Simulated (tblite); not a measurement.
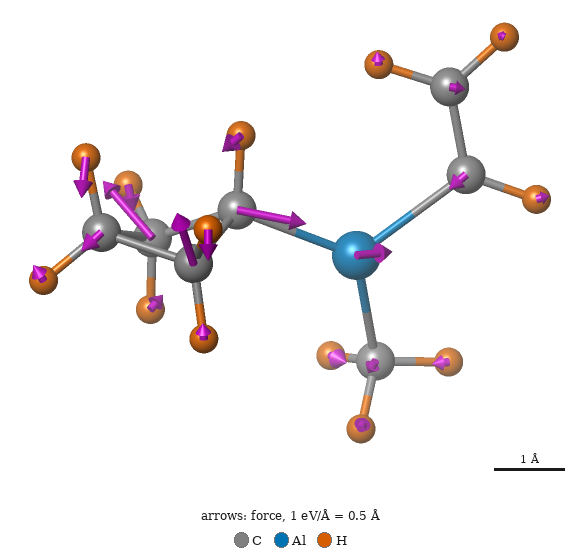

Starting geometry of C7H13Al with the computed forces as purple arrows. Style: ball-and-stick. Shown at a tilt.

Computed with GFN2-xTB geometry optimisation, gas phase in tblite 0.8.0. 

Q: What follows when this structure is relaxed?

A: It isn't relaxed: the largest force vector, on a C atom, is 2.40 eV/Å. The final displacements have little in common with the starting forces (cosine between the two patterns 0.16). After 156 geometry steps the energy has fallen by 66.6 kJ/mol. The atom that moves furthest after the best rigid fit is an H atom (0.82 Å). By element the largest moves are H 0.82 Å, C 0.35 Å, Al 0.26 Å. Among the contacts that change: Al–C 1.955 → 2.015 Å, C–C 1.509 → 1.555 Å, C–H 1.120 → 1.090 Å, C–C 1.529 → 1.557 Å. Bond angles that change, for instance: H–C–H 116.4° → 108.5°, C–C–H 115.8° → 108.7°, C–Al–C 125.9° → 118.9°. Groups turn about Al–C by about 30°, Al–C by about 25°. The run took 1.4 s on 1 thread of Arm Neoverse V1 (shared host).
